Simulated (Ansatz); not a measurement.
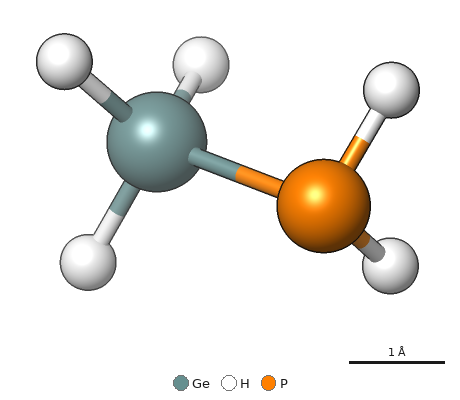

GePH5, before the relaxation. A ball-and-stick model, seen at a tilt.

It is one of the separated products of a reaction.

Theory: RKS PBE0-D4/def2-TZVP in Ansatz.

Input file:
```yaml
crystal:
  periodic: [false, false, false]
  atoms:
    - {symbol: Ge, position_ang: [-1.371862, 0.735866, -0.526523]}
    - {symbol: H, position_ang: [-1.401783, 1.132156, -2.011520]}
    - {symbol: H, position_ang: [-0.606897, 1.801155, 0.271277]}
    - {symbol: H, position_ang: [-2.813595, 0.650416, 0.001763]}
    - {symbol: P, position_ang: [-0.373960, -1.327995, -0.164443]}
    - {symbol: H, position_ang: [0.648035, -1.126399, -1.127218]}
    - {symbol: H, position_ang: [-1.227913, -2.005268, -1.076585]}
basis:
  gaussian: {orbitals: def2-TZVP}
hamiltonian: {xc: pbe0, dispersion: d4}
relax: {f_tol: 0.005, max_steps: 200}
```

Run as
```bash
ansatz run in.yaml --threads 4 --pin off --events-out ev --progress --plain --max-ram 9574MiB
```

What does the optimiser find from here?

Over 6 geometry steps the energy falls by 0.003 eV. Largest force component: 0.084 eV/Å at the start, 0.0025 eV/Å at the end. The forces were under the threshold at step 3, but the run went on from there. H7 moves most after the best rigid fit: 0.10 Å. By element the largest moves are H 0.10 Å, P 0.05 Å, Ge 0.02 Å.

The structure at the end:

```xyz
7

Ge   -1.3885    0.7246   -0.5280
H    -1.4582    1.1037   -2.0165
H    -0.5617    1.7798    0.2235
H    -2.8110    0.6964    0.0530
P    -0.4177   -1.3515   -0.1593
H     0.6720   -1.1009   -1.0356
H    -1.1830   -1.9921   -1.1703
```

The end point in the same view:

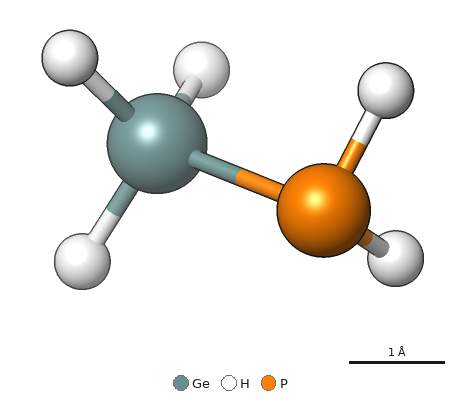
